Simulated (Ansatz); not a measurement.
# CuCl (zinc blende), energy against volume

CuCl (zinc blende)

```
CELL_PARAMETERS angstrom
      0.00000     2.71202     2.71202
      2.71202     0.00000     2.71202
      2.71202     2.71202     0.00000
ATOMIC_POSITIONS crystal
  Cl 0.75000 0.75000 0.75000
  Cu 0.00000 0.00000 0.00000
```

The volume is varied about the relaxed value V₀ at fixed cell shape. Symmetry pins the atoms to their sites.

Calculation: PBE (plane waves to 420 eV, PAW, scalar-relativistic; Ansatz, a program for electronic structure). k mesh 11×11×11 (Γ-centred), Fermi-Dirac smearing 0.05 eV. The energy includes the smearing's −TS. CuCl is run without spin polarisation. CuCl was relaxed with its symmetry unable to fall. The zero of ΔE is the relaxed starting cell.

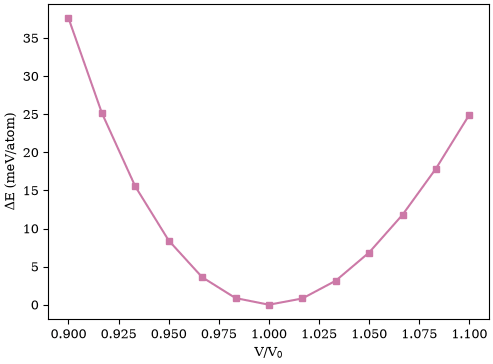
Figure. ΔE (meV/atom) against V/V₀; one marker a computed point.

The energy cost of the largest expansion is 24.9 meV/atom and the pressure for 5 % compression (fit) comes out as 2.8 GPa. The equilibrium volume of the fit is 19.95 Å³/atom and the energy cost of the largest compression is 37.6 meV/atom. The bulk modulus B₀ (third-order Birch-Murnaghan fit) comes out as 48.7 GPa.

P = (3B₀/2)(x⁷ − x⁵)[1 + ¾(B₀′ − 4)(x² − 1)] with x = (1/0.95)^(1/3), B₀ = 48.7 GPa and B₀′ = 5.13.

(A scan under strain: stresses follow from slopes of the energy per volume, elastic moduli from its curvatures.)
